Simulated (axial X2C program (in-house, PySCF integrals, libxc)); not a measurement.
**PtS⁻: relativistic diatomic calculation**

PtS⁻. The reference is closed-shell PtS; the roots are the vertical energy changes on adding an electron to it, which gives states of PtS⁻. The distance is the PBE0 minimum at charge 0. Computed at this level: EOM-EA-CCSD, two-component X2C with atomic mean-field Coulomb and Gaunt terms, Pt dyall-acv3z, S dyall-av3z (cores contracted) (axial X2C program (in-house, PySCF integrals, libxc)).

**Input**
```
{"zs": [78, 16], "q": -1, "bas": ["dyall-acv3z", "dyall-av3z"], "r0": 2.06, "eom": "ea", "thr": -2.0, "nmax": 92, "grid": [1, 0.96, 1.045, 0.92, 1.09, 1.15], "rq": 0}
```

The line is the task of a batch: nuclear charges, charge, bases, a first guess of the distance and further settings. This report covers the levels named above. The log is that of the reference distance 2.051 Å.

Hardware: 1 thread of Intel Xeon (Granite Rapids), 16 GiB of memory available, shared host.

The run was one of a batch that the task file lists, launched with:
```bash
python <driver script> task.json out
```

**The program's output**
```
two-component X2C + atomic mean field  HF
basis functions 249  fitting functions 1230  grid points 5080
iter        total energy     max residual
   1     -18809.259499001     3.55e+01
   2     -18810.371558792     7.76e-01
   3     -18810.381092323     8.04e-02
   4     -18810.382524978     1.39e-01
   5     -18810.383071016     1.77e-02
   6     -18810.383182687     4.54e-02
   7     -18810.383240803     7.49e-03
   8     -18810.383272491     7.24e-03
   9     -18810.383281476     4.89e-03
  10     -18810.383284323     1.37e-03
  11     -18810.383285341     8.58e-04
  12     -18810.383285789     8.98e-04
  13     -18810.383285948     2.53e-04
  14     -18810.383285984     5.98e-05
  15     -18810.383285993     1.03e-04
  16     -18810.383285995     2.43e-05
  17     -18810.383285996     1.24e-05
  18     -18810.383285997     1.32e-05
  19     -18810.383285997     3.71e-06
  20     -18810.383285997     5.11e-07
converged
one-electron -26426.65018149  Coulomb 7692.07402533  exact exchange -380.85144810  xc functional 0.00000000  nuclear repulsion 321.99568953  atomic mean-field constant -16.95137126
correlated 16  virtual 308  natural virtual 88  E(MP2) -0.577836297  MP2 remainder -0.105736913
iter   CCSD correlation   residual
   1     -0.423657215   2.63e-01
   2     -0.445839463   1.31e-01
   3     -0.452075821   5.00e-02
   4     -0.452967630   2.65e-02
   5     -0.453362081   1.58e-02
   6     -0.453551271   7.70e-03
   7     -0.453540929   3.60e-03
   8     -0.453563283   1.58e-03
   9     -0.453571436   8.72e-04
  10     -0.453565819   5.18e-04
  11     -0.453560992   2.79e-04
  12     -0.453560000   1.56e-04
  13     -0.453558365   1.01e-04
  14     -0.453559131   6.86e-05
  15     -0.453558988   4.24e-05
  16     -0.453559210   2.52e-05
  17     -0.453559063   1.34e-05
  18     -0.453559049   7.68e-06
(T) -0.022705451101912633  T1 0.0545  D1 0.1326  max T2 0.116
EOM-EA-CCSD roots
2*Omega      energy/Eh   energy/eV  one-particle weight
    1      -0.03747166     -1.0197      0.947
    1       0.01269709      0.3455      0.997
    1       0.01309391      0.3563      0.996
    1       0.02888702      0.7861      0.988
    1       0.04822663      1.3123      0.965
    3      -0.06089479     -1.6570      0.917
    3       0.01418201      0.3859      0.996
    3       0.05624015      1.5304      0.950
    3       0.06979530      1.8992      0.015
    5       0.08842230      2.4061      0.000
    5       0.10193762      2.7739      0.000
    7       0.10281355      2.7977      0.000
```

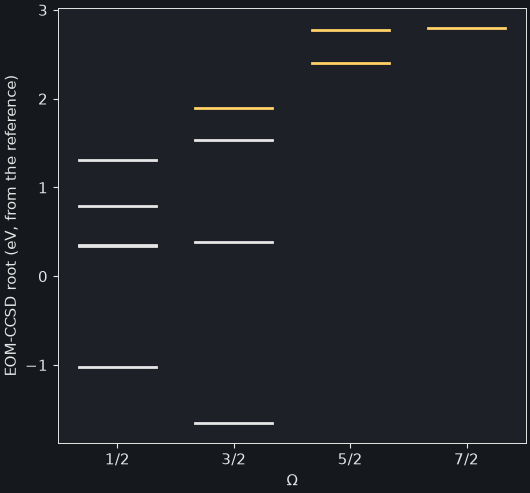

Figure 1. EOM-CCSD roots by Ω at 2.05 Å; roots whose one-particle weight is under 0.8 have the second colour. The lowest has Ω = 3/2 and lies at −1.657 eV, with one-particle weight 0.92. 4 of the 12 roots are less well described at this level.

**Key numbers**

- outcome: converged
- HF energy of the reference PtS: −18810.38329 hartree
- MP2 energy of the reference PtS: −18810.96112 hartree
- CCSD energy of the reference PtS (with the MP2 share of the virtual spinors left out of the coupled-cluster step): −18810.94258 hartree
- CCSD(T) energy of the reference PtS: −18810.96529 hartree
- T1 diagnostic (spinor form; for a closed shell √2 times the usual value): 0.054
- wall time: 33 s
- peak memory: 1.1 GiB
